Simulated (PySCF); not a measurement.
# C₄H₁₀PSi (doublet): what the fields show

Input

```
{"job": {"kind": "epr", "basis": "pcH-1"}, "charge": 0, "multiplicity": 2}
P      2.515255    -0.284976     1.144534
Si     0.933305     0.113694    -0.397977
C     -0.323253     1.477184     0.182121
C     -1.593194     0.833931    -0.146614
C     -1.644970    -0.602696     0.210298
C     -0.379508    -1.278060    -0.377676
H      3.291849     0.810001     0.808409
H      3.245160    -1.129344     0.327388
H      1.408092     0.382865    -1.766849
H     -0.191056     1.587318     1.262277
H     -0.205404     2.453240    -0.278713
H     -2.211015     1.217835    -0.939114
H     -1.606309    -0.713573     1.299550
H     -2.555014    -1.085528    -0.146799
H     -0.099405    -2.158892     0.199911
H     -0.592135    -1.614054    -1.392156
```

Command:

```sh
OMP_NUM_THREADS=1 python probes_run.py task.json out
```

Geometry: GFN2-xTB.

Theory: UKS B3LYP, pcH-1 on C H P Si, non-relativistic, mean-field spin-orbit, GIAO (PySCF).

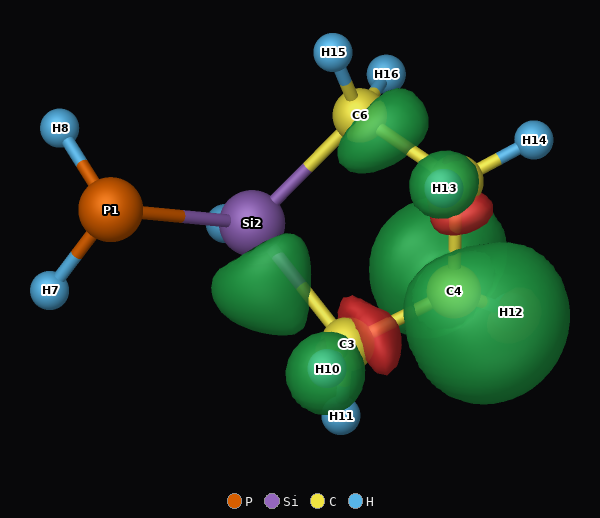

Figure 1. Isosurfaces of the spin density (α minus β) at +0.02 (green) and −0.02 e/Å³ (red), seen across its widest extent.

Question: Describe the spin distribution.

Answer: The unpaired spin (1 electron) lies mostly on C4 (about 0.6), in electrons by Hirshfeld's partition.

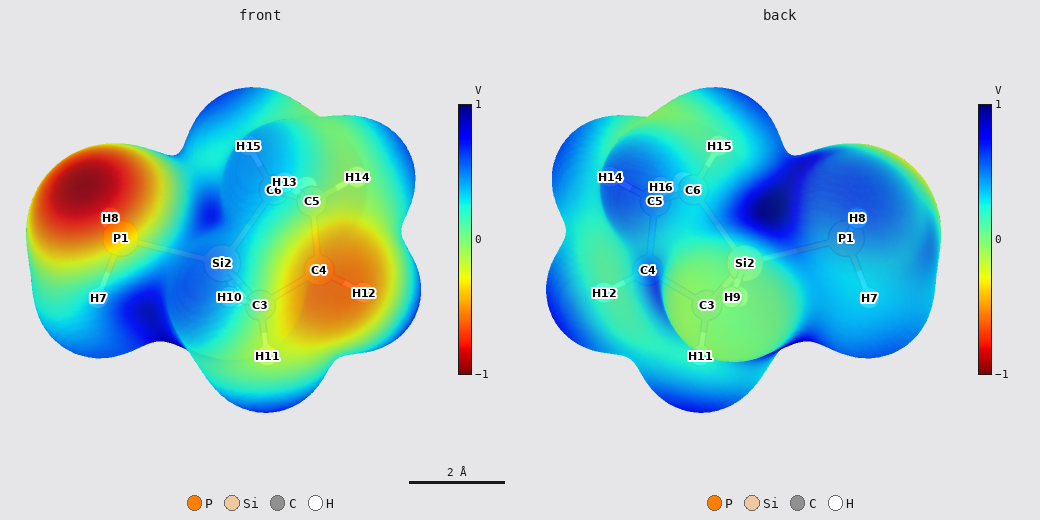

Figure 2. The electrostatic potential painted on the density surface at 0.002 e/bohr³, seen from the front and from behind; the colour scale runs from red (negative) to blue (positive).

Question: Which sites attract a positive test charge, and which a negative one?

Answer: A positive charge is drawn to the negative regions and a negative charge to the positive ones. The most negative region (about −0.9 V) lies over P1, the most positive (about +1.0 V) over Si2.
